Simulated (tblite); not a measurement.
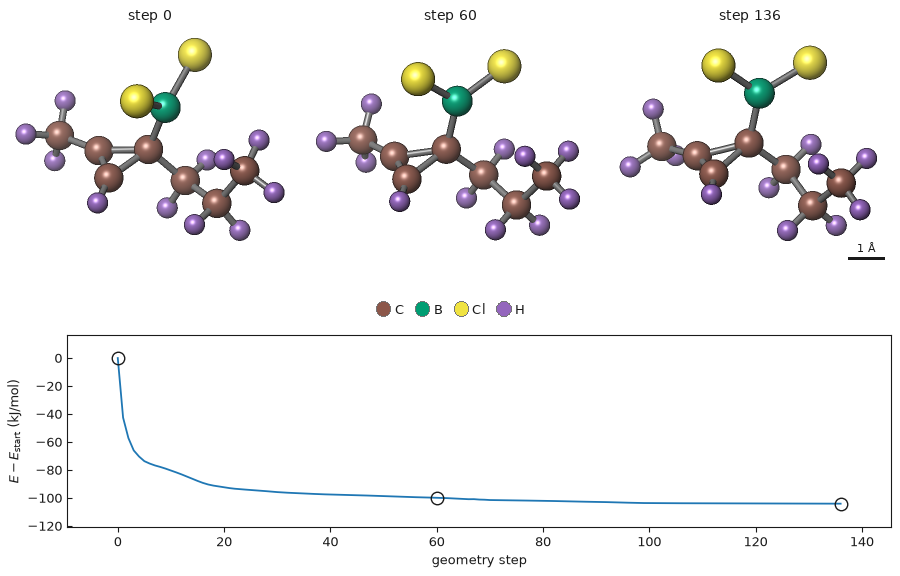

Frames of a relaxation of C₇H₁₁BCl₂, marked on the history of the run. Style: ball-and-stick. Shown at a tilt.

Computed with tblite, GFN2-xTB geometry optimisation, gas phase. 

What happens along the run?

The energy falls by 104.1 kJ/mol in 136 geometry steps. The atom that moves furthest after the best rigid fit is a Cl atom (1.44 Å). By element the largest moves are Cl 1.44 Å, H 0.96 Å, B 0.50 Å, C 0.37 Å. Near-neighbour distances that change, for instance: B–Cl 1.869 → 1.724 Å, B–Cl 1.855 → 1.737 Å, C–C 1.485 → 1.543 Å, C–C 1.344 → 1.287 Å. Bond angles that change, for instance: C–C–C 153.0° → 138.7°, C–C–C 142.8° → 156.0°, C–C–H 147.7° → 140.9°. Groups turn about C–C by about 40°, C–C by about 30°, C–C by about 25°. The run took 4.8 s on 1 thread of Intel(R) Xeon(R) Processor @ 2.50GHz, with other jobs on the host. From step 0 to 60: a Cl atom moves most (0.99 Å), energy −99.9 kJ/mol. From step 60 to 136: an H atom moves most (0.74 Å), energy −4.22 kJ/mol.
